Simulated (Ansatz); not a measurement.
AsH₇Si₂···H₂

```json
{"atom": "Si", "x (Å)": "-0.9879", "y (Å)": "-0.8470", "z (Å)": "-0.0141"}
{"atom": "H", "x (Å)": "2.0332", "y (Å)": "0.2739", "z (Å)": "2.0127"}
{"atom": "H", "x (Å)": "-2.3371", "y (Å)": "-1.3012", "z (Å)": "-0.5113"}
{"atom": "H", "x (Å)": "-0.8401", "y (Å)": "-1.3251", "z (Å)": "1.4079"}
{"atom": "Si", "x (Å)": "-0.8351", "y (Å)": "1.4989", "z (Å)": "-0.1149"}
{"atom": "H", "x (Å)": "2.4185", "y (Å)": "-0.3213", "z (Å)": "2.3095"}
{"atom": "As", "x (Å)": "0.6775", "y (Å)": "-1.9652", "z (Å)": "-1.3333"}
{"atom": "H", "x (Å)": "0.5187", "y (Å)": "1.9400", "z (Å)": "0.3774"}
{"atom": "H", "x (Å)": "-1.8919", "y (Å)": "2.1727", "z (Å)": "0.7218"}
{"atom": "H", "x (Å)": "-0.9912", "y (Å)": "1.9513", "z (Å)": "-1.5429"}
{"atom": "H", "x (Å)": "1.7950", "y (Å)": "-1.0564", "z (Å)": "-0.7844"}
{"atom": "H", "x (Å)": "0.4407", "y (Å)": "-1.0206", "z (Å)": "-2.5284"}
```

All numbers below come from Ansatz, RKS PBE/def2-SVP.

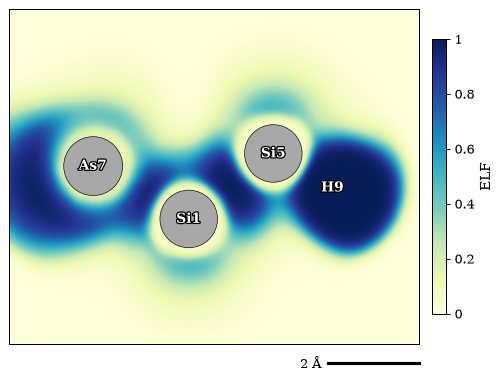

Figure 1. Electron localisation function on the plane of atoms Si1, Si5 and H9. Grey discs cover the atomic cores.

What do the fields say about this system?

Answer. Atoms in the plane: Si, As and H.
Si–Si (2.35 Å): the ELF peaks at about 1 between the atoms (a covalent bond).
Si–As (2.40 Å): the ELF peaks at about 0.95 between the atoms: a covalent bond.
Si–H (1.51 Å): the ELF climbs to about 1 towards the hydrogen, as it does in any bond to H.
The ELF also peaks beside As7, away from the bonds: lone-pair regions.

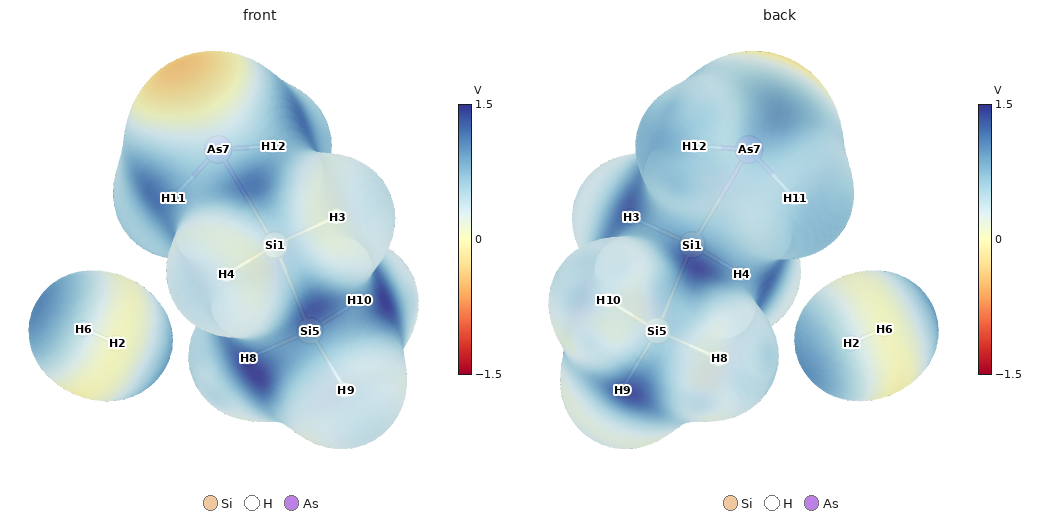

Figure 2. The electrostatic potential painted on the density surface at 0.004 e/bohr³, seen from the front and from behind; red is negative and blue positive.

Where is the surface potential most negative and most positive?

Answer. The most negative region (about −0.4 V) lies over As7, the most positive (about +1.5 V) over Si5.

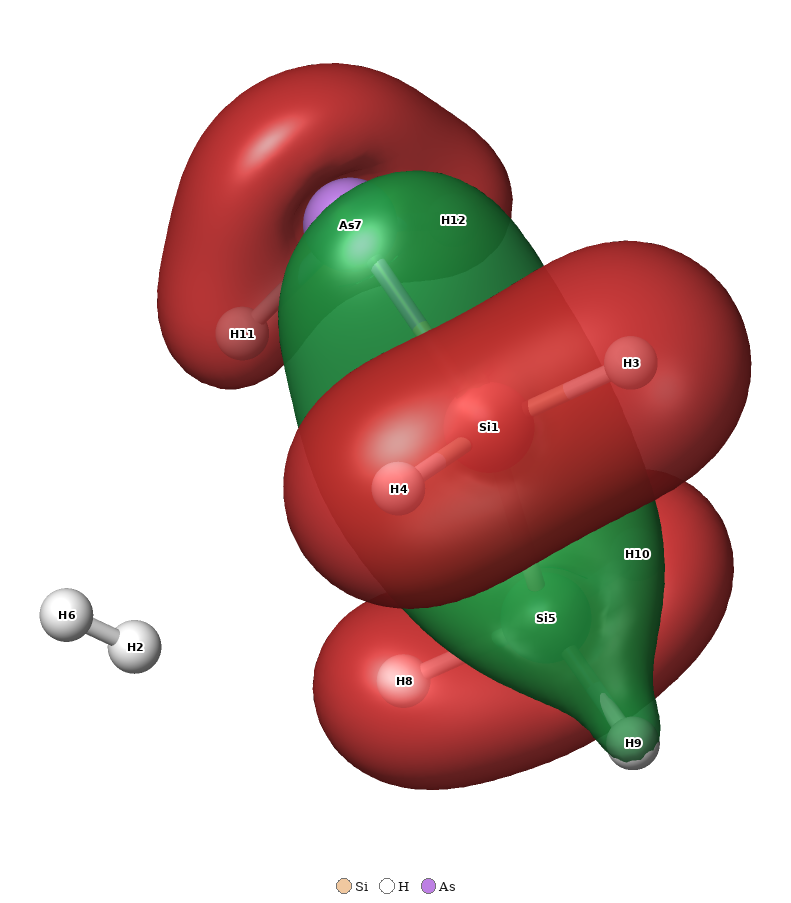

Figure 3. The HOMO−1 at ±0.06 Å⁻³ᐟ² (green and red are the two phases), seen at a tilt.

What is the character of this orbital?

Answer. By Hirshfeld shares it lies mainly on Si1 (about 35 %), As7 (about 15 %), Si5 (about 15 %), H3 (about 10 %) and H4 (about 10 %). Its energy is −7.49 eV.
